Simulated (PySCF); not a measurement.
Si(Me)(OH)2(OMe), SMILES O[Si](OC)(O)C at its PBE0/def2-SVP optimised geometry (Å):

```
14

C     -1.0081     1.3307     1.0004
O     -1.2072     0.3731     0.0000
Si    -0.5667    -1.1634     0.0000
C      1.2838    -1.1634     0.0000
O     -1.2144    -1.8485    -1.3620
O     -1.0305    -2.0111     1.3470
H      0.0287     1.7155     1.0062
H     -1.6798     2.1844     0.8198
H     -1.2277     0.9311     2.0071
H      1.6676    -2.1844    -0.1457
H      1.6798    -0.7909     0.9572
H      1.6763    -0.5294    -0.8091
H     -1.7532    -1.2447    -1.8822
H     -1.9494    -2.2950     1.3615
```

Level of theory: PBE0/def2-TZVP (PySCF). Cells within 0.4 Å of a nucleus heavier than hydrogen are left out (blank, or x).

Map of the deformation density (molecule minus spherical neutral atoms) (e/bohr³) on the plane z = 0.0 Å:

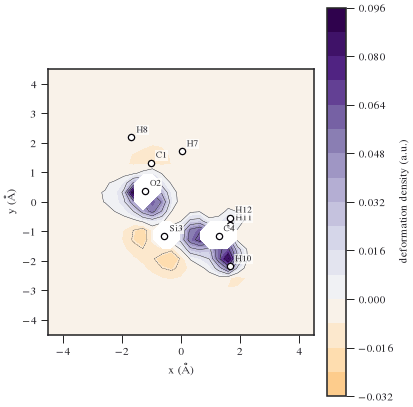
Fig. 1. Deformation density (molecule minus spherical neutral atoms) (e/bohr³) on the plane z = 0.0 Å.
